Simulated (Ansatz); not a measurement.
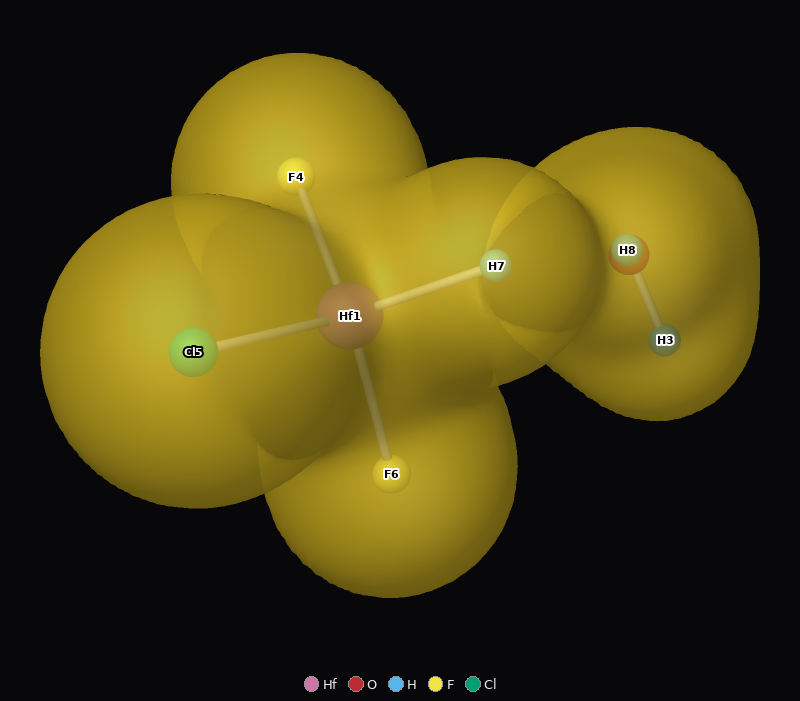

Figure. ClF$_{2}$HHf···H$_{2}$O. Isosurface of the electron density at 0.05 e/Å³ (yellow), seen at a tilt.

Core potentials replace the inner electrons of Hf; not at a stationary point (largest force 0.8 eV/Å).

The calculation used Ansatz 0.2.0, RKS BLYP-D4/def2-SVP.

```xyz
8

Hf   -0.0447    0.5670   -0.4714
O     0.5904   -0.1492    2.6380
H    -0.2425   -0.5552    2.9551
F     1.7302   -0.1004   -0.7286
Cl   -0.7063    1.8345   -2.3493
F    -1.3893   -0.7337   -0.0486
H    -0.0257    1.7809    0.9292
H     0.3386    0.8003    2.4732
```

**Which contacts does the surface bridge?**

At this value the surface is in one piece. It bridges the sampled H···H (1.87 Å), Hf–F (1.91 Å), Hf–Cl (2.36 Å) and O–H (0.98 Å) contacts, where the density stays above the isovalue. On the grid the lowest density along these lines, outside the cores, is 0.13 e/Å³ (H···H, 1.87 Å), 0.83 e/Å³ (Hf–F, 1.91 Å), 0.55 e/Å³ (Hf–Cl, 2.36 Å) and 2.3 e/Å³ (O–H, 0.98 Å).
